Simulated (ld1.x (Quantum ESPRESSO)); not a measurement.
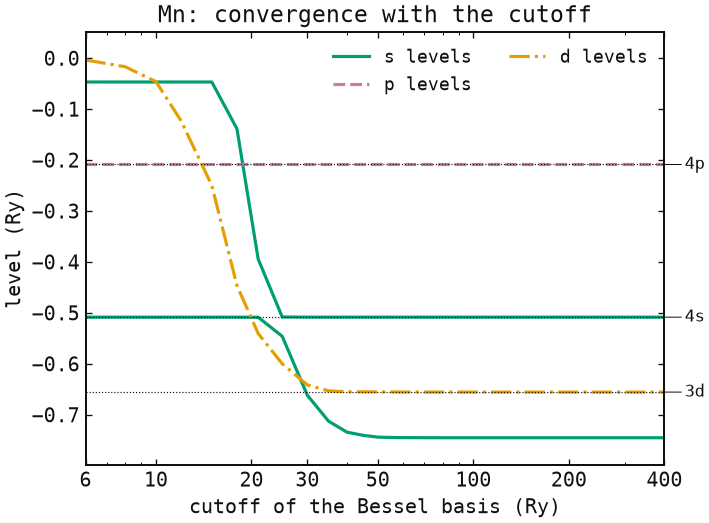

The pseudo-atom Hamiltonian at the reference potential is diagonalised in spherical Bessel functions (20 bohr box) up to the cutoff. Curves: the lowest levels of each channel that holds a bound state. Dotted lines: the all-electron valence levels.

```json
{
 "Element": "Mn",
 "Generator": "ld1.x (Quantum ESPRESSO) 7.5",
 "Type": "ultrasoft",
 "Functional": "LDA (PZ)",
 "Relativity": "scalar-relativistic",
 "Frozen core": "[Ar]",
 "Valence charge": "7",
 "Reference configuration": "3d5 4s1.75 4p0 (charge +0.25)",
 "Partial waves": "4s (bound): rcut 2.20, rcutus 2.65 bohr; 4s channel at 1.15 Ry: rcut 2.20, rcutus 2.65 bohr; 4p (bound, empty): rcut 2.65, rcutus 3.25 bohr; 4p channel at 0.25 Ry: rcut 2.65, rcutus 3.25 bohr; 3d (bound): rcut 1.20, rcutus 1.65 bohr; 3d channel at 0.15 Ry: rcut 1.20, rcutus 1.65 bohr",
 "Local potential": "all-electron potential smoothed inside 1.55 bohr (lloc = -1)",
 "Core correction": "a·sin(br)/r model core inside 1.00 bohr",
 "Augmentation charge": "built from norm-conserving waves at rcut, not smoothed further"
}
```

**Does every curve settle on an all-electron level?**

Ghost state below the valence levels: s at -10.1 eV. A ghost is a curve that settles on no dotted line: a bound state with no counterpart among the valence levels. In Ry: s -0.75.

**Read the all-electron valence levels.**

4s: -0.51 Ry; 4p: -0.21 Ry; 3d: -0.66 Ry.

**Does the ghost need a high cutoff to show?**

The lowest s curve lies clearly below the lowest valence level of its channel from about 30 Ry on and ends at -0.75 Ry.
